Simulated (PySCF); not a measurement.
Run report: C$_{6}$H$_{16}$InN, geometry relaxation (part 1 of 2)

- system: C$_{6}$H$_{16}$InN (InEt2(NMe2)), SMILES C[CH2][In]([CH2]C)[N](C)C
- method: PBE0-D3(BJ)/def2-SVP geometry optimisation, gas phase (PySCF 2.14.0)

It belongs to a series of runs on one base structure; here: one ligand: Et to NMe2.

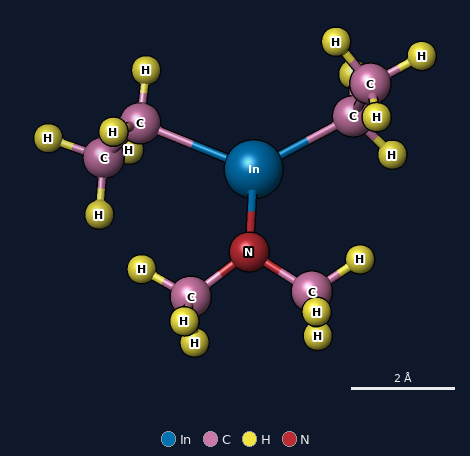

**Figure 1.** The input geometry (ball-and-stick view, seen at a tilt). Sticks mark near contacts.

## Input file
```
{"job": {"xc": "PBE0", "basis": "def2-SVP", "d3": "d3bj", "grid": 1, "maxiter": 40, "shake": 0.03, "kind": "geom"}, "charge": 0, "multiplicity": 1}
In     0.348130     0.307370    -0.205980
C      2.539580     0.073500    -0.314690
C      3.031330    -0.203920     1.061060
H      3.099370     1.004830    -0.725060
H      2.776800    -0.758450    -1.016640
H      4.161550    -0.341510     1.055760
H      2.916320     0.632220     1.759880
H      2.671510    -1.073150     1.491040
C     -0.911000     2.322280     0.207090
C     -1.740090     2.735140    -1.021860
H     -0.211880     3.071490     0.450060
H     -1.531660     2.116670     1.030780
H     -2.385730     3.677370    -0.849680
H     -1.141000     2.965630    -1.887040
H     -2.452880     1.931160    -1.340300
N     -0.779180    -1.327740     0.281620
C     -2.210040    -1.340170     0.152380
C     -0.242920    -2.639310    -0.049430
H     -2.580530    -1.741660    -0.818680
H     -2.664890    -0.341940     0.351750
H     -2.696940    -2.038260     0.888460
H      0.897720    -2.645700    -0.087490
H     -0.495740    -3.367170     0.617330
H     -0.555500    -3.019190    -1.070390
```

The first line tells a small driver script what to run in PySCF; the rest is the geometry in Å.

Launch command:
```bash
OMP_NUM_THREADS=1 python <driver script> task.json out
```

## What the program printed
```
step   0  E = -482.53322187  max force = 0.059531
step   1  E = -482.56375481  max force = 0.015711
step   2  E = -482.56661645  max force = 0.009515
step   3  E = -482.56783769  max force = 0.005712
step   4  E = -482.56843501  max force = 0.003725
step   5  E = -482.56890283  max force = 0.002285
step   6  E = -482.56917016  max force = 0.001793
step   7  E = -482.56933937  max force = 0.001618
step   8  E = -482.56942580  max force = 0.000749
step   9  E = -482.56947145  max force = 0.000534
step  10  E = -482.56950144  max force = 0.000572
step  11  E = -482.56952227  max force = 0.000361
step  12  E = -482.56954162  max force = 0.000276
step  13  E = -482.56955634  max force = 0.000350
optimisation converged
```

## Trajectory as extended XYZ (Å, eV, eV/Å), 14 frames, from step=0 to step=13
```
24
Properties=species:S:1:pos:R:3:forces:R:3 step=0 energy=-13130.39777
In    0.3481    0.3074   -0.2060   -0.4591   1.9389   0.5159
C     2.5396    0.0735   -0.3147    0.3358   1.1625  -1.6123
C     3.0313   -0.2039    1.0611    3.0612   1.6455  -0.2245
H     3.0994    1.0048   -0.7251   -1.1566  -1.2580   0.4147
H     2.7768   -0.7584   -1.0166   -0.0921   0.2702   0.2829
H     4.1616   -0.3415    1.0558   -0.8215   0.0137  -0.0625
H     2.9163    0.6322    1.7599   -0.4123   0.1362   0.1280
H     2.6715   -1.0732    1.4910   -1.2118  -2.1798   1.1501
C    -0.9110    2.3223    0.2071    0.3084  -1.8200  -2.9084
C    -1.7401    2.7351   -1.0219   -1.4447   0.3002   0.8651
H    -0.2119    3.0715    0.4501    1.2243   1.2066   0.5372
H    -1.5317    2.1167    1.0308   -1.0026  -0.4269   1.5180
H    -2.3857    3.6774   -0.8497    0.7703  -1.1274  -0.0144
H    -1.1410    2.9656   -1.8870    0.6151   0.1356  -0.6376
H    -2.4529    1.9312   -1.3403    0.3253   0.4232   0.2121
N    -0.7792   -1.3277    0.2816   -0.0082  -0.9877  -0.7158
C    -2.2100   -1.3402    0.1524   -0.7217  -0.1396   0.7266
C    -0.2429   -2.6393   -0.0494    2.1165   2.3889  -2.9225
H    -2.5805   -1.7417   -0.8187    0.1492   0.3420  -0.1328
H    -2.6649   -0.3419    0.3518    0.2584  -0.3342  -0.2480
H    -2.6969   -2.0383    0.8885    0.3382   0.2945  -0.0623
H     0.8977   -2.6457   -0.0875   -1.0747   0.2028   0.1263
H    -0.4957   -3.3672    0.6173   -1.1152  -2.4774   2.5188
H    -0.5555   -3.0192   -1.0704    0.0178   0.2905   0.5453
24
Properties=species:S:1:pos:R:3:forces:R:3 step=1 energy=-13131.22861
In    0.3343    0.4050   -0.1910   -0.1698   0.4783   0.4763
C     2.4948    0.1329   -0.3218   -0.1133  -0.1244  -0.1506
C     3.0356   -0.2003    1.0606    0.8079   0.0814   0.0629
H     2.9847    1.0333   -0.7273   -0.1470   0.0290   0.0369
H     2.7056   -0.6766   -1.0392    0.0047  -0.0401   0.0505
H     4.1373   -0.3515    1.0407   -0.1777  -0.0313  -0.0867
H     2.8959    0.6197    1.7838   -0.2334  -0.0497   0.0254
H     2.6224   -1.1231    1.4888   -0.2052  -0.0213   0.0451
C    -0.8773    2.2193    0.1861    0.3791  -0.5342  -0.5340
C    -1.7039    2.6158   -1.0266   -0.3276   0.2651   0.0114
H    -0.1671    3.0090    0.4637   -0.0789   0.1284   0.1647
H    -1.5138    1.9693    1.0447   -0.0158   0.0952   0.1446
H    -2.3412    3.5010   -0.8252    0.0722  -0.0866  -0.0136
H    -1.0832    2.8789   -1.8971    0.0601  -0.0264  -0.0151
H    -2.3890    1.8143   -1.3508    0.0361  -0.0061   0.0150
N    -0.7782   -1.2796    0.2491    0.1973  -0.2623  -0.6183
C    -2.2109   -1.2789    0.1605   -0.1370  -0.1501   0.3248
C    -0.2287   -2.5744   -0.0758    0.2583   0.2540  -0.1675
H    -2.5949   -1.6192   -0.8266    0.0078   0.1225  -0.0443
H    -2.6267   -0.2824    0.3780    0.0023   0.0262  -0.0835
H    -2.6689   -1.9758    0.8987    0.0830   0.0579   0.0013
H     0.8769   -2.5499   -0.0945   -0.1035   0.0328   0.0892
H    -0.5194   -3.3401    0.6594   -0.1192  -0.2127   0.1655
H    -0.5420   -2.9471   -1.0782   -0.0804  -0.0253   0.0998
24
Properties=species:S:1:pos:R:3:forces:R:3 step=2 energy=-13131.30648
In    0.3457    0.4634   -0.1513   -0.0094  -0.0831   0.2845
C     2.4885    0.1197   -0.3039   -0.0658  -0.1459   0.0290
C     3.0586   -0.2464    1.0642    0.1039  -0.0007   0.0337
H     2.9739    1.0178   -0.7079    0.0252   0.0970  -0.0239
H     2.6687   -0.6896   -1.0291   -0.0249  -0.0077  -0.0132
H     4.1467   -0.4315    1.0231    0.0034  -0.0157  -0.0346
H     2.9139    0.5599    1.8026   -0.0425  -0.0375   0.0127
H     2.5981   -1.1597    1.4785   -0.0029   0.0670  -0.0090
C    -0.8982    2.2108    0.1694    0.0751   0.0211  -0.1897
C    -1.7338    2.5969   -1.0463   -0.0197   0.0578  -0.0274
H    -0.2306    3.0335    0.4716   -0.1174   0.0349   0.0571
H    -1.5399    1.9573    1.0290    0.0219   0.0753   0.0166
H    -2.3897    3.4605   -0.8448   -0.0162   0.0482   0.0339
H    -1.1070    2.8756   -1.9102   -0.0116  -0.0266   0.0249
H    -2.3919    1.7777   -1.3774    0.0052  -0.0308  -0.0024
N    -0.7520   -1.2518    0.2124    0.1462  -0.0409  -0.4893
C    -2.1878   -1.2451    0.1721    0.0425  -0.0604   0.1666
C    -0.1974   -2.5454   -0.0916   -0.1117   0.0386   0.1854
H    -2.6037   -1.5463   -0.8147   -0.0114   0.0112  -0.0033
H    -2.5854   -0.2468    0.4125   -0.0158   0.0198  -0.0232
H    -2.6194   -1.9498    0.9143   -0.0043   0.0016   0.0063
H     0.9029   -2.5175   -0.0861    0.0430   0.0072   0.0118
H    -0.5070   -3.3062    0.6571    0.0137  -0.0059  -0.0306
H    -0.5108   -2.9375   -1.0833   -0.0269  -0.0245  -0.0160
24
Properties=species:S:1:pos:R:3:forces:R:3 step=3 energy=-13131.33971
In    0.3542    0.4992   -0.1125   -0.1473  -0.0285   0.1918
C     2.4836    0.0972   -0.2766    0.0474   0.0052   0.1141
C     3.0848   -0.2971    1.0745   -0.2716  -0.0415  -0.0240
H     2.9720    0.9951   -0.6824    0.0661   0.0174  -0.0163
H     2.6295   -0.7085   -1.0132   -0.0348   0.0085  -0.0339
H     4.1630   -0.5100    1.0012    0.0702  -0.0045   0.0078
H     2.9544    0.4953    1.8302    0.0682   0.0013  -0.0132
H     2.5977   -1.2008    1.4849    0.0992   0.0665  -0.0415
C    -0.9306    2.2476    0.1495    0.0425   0.0551   0.0232
C    -1.7696    2.6177   -1.0706    0.1149  -0.0862  -0.0382
H    -0.3046    3.1002    0.4644   -0.0223  -0.0642  -0.0255
H    -1.5818    2.0080    1.0093    0.0466  -0.0089  -0.0496
H    -2.4349    3.4730   -0.8697   -0.0271   0.0504   0.0240
H    -1.1401    2.8974   -1.9325   -0.0400  -0.0087   0.0244
H    -2.4110    1.7843   -1.3981   -0.0157  -0.0104  -0.0104
N    -0.7258   -1.2417    0.1629   -0.0051   0.0892  -0.2937
C    -2.1617   -1.2442    0.1848    0.0662   0.0362   0.0505
C    -0.1697   -2.5364   -0.1098   -0.1525  -0.1010   0.2666
H    -2.6177   -1.5279   -0.7895   -0.0072  -0.0546   0.0152
H    -2.5529   -0.2479    0.4444   -0.0157   0.0101   0.0095
H    -2.5570   -1.9563    0.9384   -0.0328  -0.0176   0.0112
H     0.9296   -2.5040   -0.0921    0.0614  -0.0235  -0.0399
H    -0.4864   -3.2878    0.6537    0.0742   0.1183  -0.1106
H    -0.4826   -2.9528   -1.0915    0.0152  -0.0085  -0.0415
24
Properties=species:S:1:pos:R:3:forces:R:3 step=4 energy=-13131.35597
In    0.3397    0.5144   -0.0818    0.0876  -0.1612   0.0943
C     2.4710    0.1085   -0.2514    0.0365   0.1029   0.0668
C     3.0971   -0.3060    1.0811   -0.1916  -0.0419  -0.0595
H     2.9599    1.0115   -0.6527    0.0172  -0.0553   0.0036
H     2.5988   -0.6862   -1.0038   -0.0087   0.0101  -0.0171
H     4.1734   -0.5217    0.9770    0.0354   0.0066   0.0324
H     2.9868    0.4728    1.8529    0.0651   0.0288  -0.0195
H     2.6191   -1.2132    1.4882    0.0587   0.0007  -0.0220
C    -0.9286    2.2550    0.1423   -0.1008   0.1698   0.1044
C    -1.7639    2.6119   -1.0837    0.0354  -0.0527   0.0067
H    -0.3127    3.1132    0.4573    0.0343  -0.0346  -0.0478
H    -1.5842    2.0301    1.0017   -0.0027  -0.0220  -0.0314
H    -2.4261    3.4732   -0.8876    0.0011  -0.0098  -0.0198
H    -1.1343    2.8794   -1.9476   -0.0123   0.0094  -0.0044
H    -2.4068    1.7752   -1.4023   -0.0099   0.0152   0.0016
N    -0.7309   -1.2351    0.1212   -0.1027   0.0653  -0.1583
C    -2.1648   -1.2514    0.1934    0.0247   0.0484   0.0139
C    -0.1720   -2.5308   -0.1289   -0.0263  -0.1102   0.1410
H    -2.6517   -1.5427   -0.7637    0.0067  -0.0493   0.0132
H    -2.5601   -0.2585    0.4633    0.0032  -0.0056   0.0017
H    -2.5284   -1.9669    0.9603   -0.0196  -0.0005   0.0128
H     0.9292   -2.4966   -0.1169   -0.0013  -0.0121  -0.0469
H    -0.4819   -3.2708    0.6453    0.0490   0.0861  -0.0554
H    -0.4864   -2.9657   -1.1036    0.0207   0.0121  -0.0104
24
Properties=species:S:1:pos:R:3:forces:R:3 step=5 energy=-13131.36870
In    0.3258    0.5157   -0.0457    0.1133  -0.0538   0.0388
C     2.4608    0.1244   -0.2246   -0.0095   0.0633   0.0016
C     3.1124   -0.3158    1.0834   -0.0190  -0.0176  -0.0340
H     2.9470    1.0320   -0.6167   -0.0021  -0.0168  -0.0060
H     2.5748   -0.6534   -0.9971    0.0106   0.0005  -0.0057
H     4.1884   -0.5252    0.9511    0.0002   0.0088   0.0231
H     3.0259    0.4493    1.8714    0.0215   0.0225  -0.0049
H     2.6543   -1.2336    1.4834   -0.0081  -0.0369   0.0066
C    -0.9299    2.2757    0.1456   -0.1137   0.0555   0.0901
C    -1.7580    2.6116   -1.0912    0.0191  -0.0395   0.0244
H    -0.3085    3.1328    0.4483    0.0600  -0.0065  -0.0497
H    -1.5919    2.0726    1.0044   -0.0196  -0.0185  -0.0064
H    -2.4121    3.4836   -0.9163   -0.0021  -0.0066  -0.0181
H    -1.1264    2.8538   -1.9603    0.0116   0.0108  -0.0180
H    -2.4094    1.7750   -1.3923   -0.0026   0.0104   0.0073
N    -0.7450   -1.2352    0.0772   -0.1175   0.0346  -0.0463
C    -2.1749   -1.2657    0.1953   -0.0163   0.0161  -0.0062
C    -0.1777   -2.5318   -0.1458    0.0593  -0.0465  -0.0116
H    -2.6863   -1.5837   -0.7404    0.0140  -0.0215   0.0076
H    -2.5763   -0.2738    0.4607    0.0143  -0.0058  -0.0169
H    -2.5084   -1.9735    0.9839   -0.0019   0.0166   0.0147
H     0.9239   -2.4919   -0.1498   -0.0164   0.0121  -0.0277
H    -0.4721   -3.2541    0.6452    0.0094   0.0046   0.0229
H    -0.4940   -2.9893   -1.1099   -0.0046   0.0141   0.0145
24
Properties=species:S:1:pos:R:3:forces:R:3 step=6 energy=-13131.37597
In    0.3202    0.5191   -0.0143    0.0922   0.0197   0.0087
C     2.4562    0.1396   -0.2078   -0.0151   0.0216  -0.0533
C     3.1244   -0.3302    1.0792    0.0832   0.0116   0.0044
H     2.9407    1.0530   -0.5886   -0.0213  -0.0071   0.0078
H     2.5607   -0.6211   -0.9993    0.0139   0.0011   0.0028
H     4.1999   -0.5347    0.9298   -0.0198   0.0031  -0.0012
H     3.0560    0.4209    1.8826   -0.0160   0.0012   0.0071
H     2.6771   -1.2581    1.4667   -0.0378  -0.0307   0.0176
C    -0.9336    2.2869    0.1593   -0.0688  -0.0236   0.0626
C    -1.7563    2.5949   -1.0874   -0.0081  -0.0027   0.0039
H    -0.3023    3.1433    0.4405    0.0345   0.0135  -0.0273
H    -1.5981    2.1012    1.0197   -0.0079   0.0029   0.0080
H    -2.4073    3.4746   -0.9391    0.0058  -0.0113  -0.0090
H    -1.1225    2.8117   -1.9618    0.0118   0.0036  -0.0116
H    -2.4119    1.7545   -1.3677    0.0011   0.0049   0.0022
N    -0.7585   -1.2268    0.0451   -0.0696  -0.0057   0.0092
C    -2.1853   -1.2650    0.1865   -0.0208  -0.0137  -0.0071
C    -0.1805   -2.5234   -0.1534    0.0734   0.0236  -0.0909
H    -2.7049   -1.6191   -0.7312    0.0109  -0.0025   0.0010
H    -2.5907   -0.2685    0.4259    0.0058  -0.0003  -0.0236
H    -2.5041   -1.9503    1.0015    0.0055   0.0212   0.0116
H     0.9204   -2.4715   -0.1791   -0.0194   0.0143  -0.0083
H    -0.4537   -3.2288    0.6571   -0.0095  -0.0462   0.0615
H    -0.5037   -3.0027   -1.1043   -0.0241   0.0017   0.0238
24
Properties=species:S:1:pos:R:3:forces:R:3 step=7 energy=-13131.38057
In    0.3240    0.5269    0.0082    0.0208   0.0336  -0.0026
C     2.4583    0.1522   -0.1995   -0.0098  -0.0214  -0.0548
C     3.1338   -0.3468    1.0725    0.0826   0.0168   0.0251
H     2.9415    1.0716   -0.5656   -0.0146   0.0144   0.0117
H     2.5575   -0.5917   -1.0077    0.0090   0.0020   0.0061
H     4.2080   -0.5503    0.9135   -0.0197  -0.0029  -0.0143
H     3.0743    0.3888    1.8911   -0.0269  -0.0109   0.0071
H     2.6862   -1.2820    1.4436   -0.0284  -0.0074   0.0129
C    -0.9391    2.2927    0.1758   -0.0038  -0.0558   0.0151
C    -1.7610    2.5720   -1.0779   -0.0168   0.0119  -0.0094
H    -0.3017    3.1523    0.4333   -0.0003   0.0180  -0.0029
H    -1.6007    2.1205    1.0410    0.0048   0.0157   0.0095
H    -2.4129    3.4546   -0.9529    0.0035  -0.0028   0.0026
H    -1.1267    2.7690   -1.9574    0.0061  -0.0026   0.0006
H    -2.4166    1.7257   -1.3394    0.0033  -0.0004  -0.0016
N    -0.7656   -1.2144    0.0227    0.0018  -0.0172   0.0276
C    -2.1908   -1.2556    0.1738   -0.0083  -0.0163  -0.0056
C    -0.1807   -2.5118   -0.1558    0.0302   0.0515  -0.0832
H    -2.7090   -1.6489   -0.7282    0.0037   0.0023  -0.0017
H    -2.5997   -0.2522    0.3735   -0.0026   0.0027  -0.0173
H    -2.5044   -1.9091    1.0167    0.0044   0.0142   0.0067
H     0.9183   -2.4502   -0.2096   -0.0071   0.0076   0.0005
H    -0.4293   -3.2010    0.6768   -0.0059  -0.0452   0.0495
H    -0.5213   -3.0130   -1.0885   -0.0258  -0.0079   0.0185
```
